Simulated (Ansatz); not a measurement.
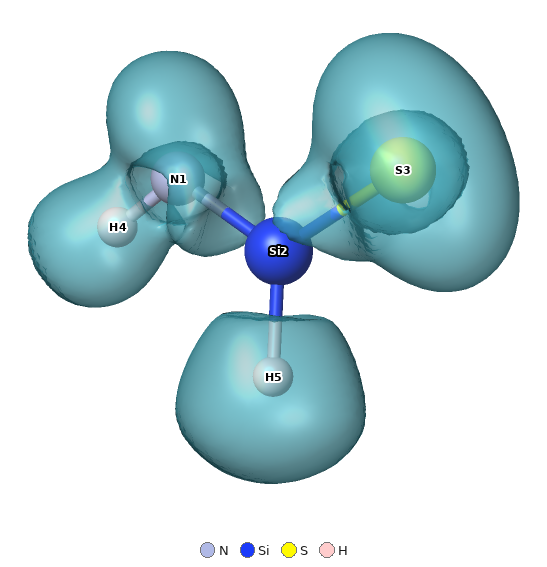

*H2NSSi (doublet). Isosurface of the electron localisation function at 0.75 (cyan), seen at a tilt. Only the valence region is drawn (cores and ρ < 0.01 e/Å³ removed).*

The calculation used Ansatz, UKS B3LYP-D4/def2-SVP.

Input file:

```
crystal:
  periodic: [false, false, false]
  atoms:
    - { symbol: "N", position_ang: [-1.24741, -0.03089, 0.05848] }
    - { symbol: Si, position_ang: [0.3682, 0.00112, -0.04034] }
    - { symbol: S, position_ang: [1.33876, 0.67024, 1.68775] }
    - { symbol: H, position_ang: [-1.85727, -0.32809, -0.68885] }
    - { symbol: H, position_ang: [1.39772, -0.31238, -1.01704] }
magnetization:
  spin_polarized: true
  initial_magnetization: 1
basis:
  gaussian: { orbitals: def2-SVP }
hamiltonian:
  xc: b3lyp
  dispersion: d4
relax:
  f_tol: 0.015
  max_steps: 40
output:
  orbitals: {}
```

Command:

```sh
ansatz run input.yaml --threads 1 --pin off --max-ram 2048MiB --backend cpu --events-out ev --progress --plain --runs-dir out
```

The fields are those of the relaxed geometry.

Q: What do the ELF domains correspond to?

A: The ELF exceeds this value in one region around a hydrogen nucleus, one region on S in which the atom's valence shell and bonds are merged and one joined region spread over several atoms (H, N), in which their bonds and any lone pairs are merged.

Values along the shortest contacts:
Si–N (1.69 Å): the ELF peaks at about 0.95 between the atoms, as expected for a shared but strongly polarised pair. Si–S (2.00 Å): the ELF peaks at about 0.90 between the atoms (localised, covalent bonding).
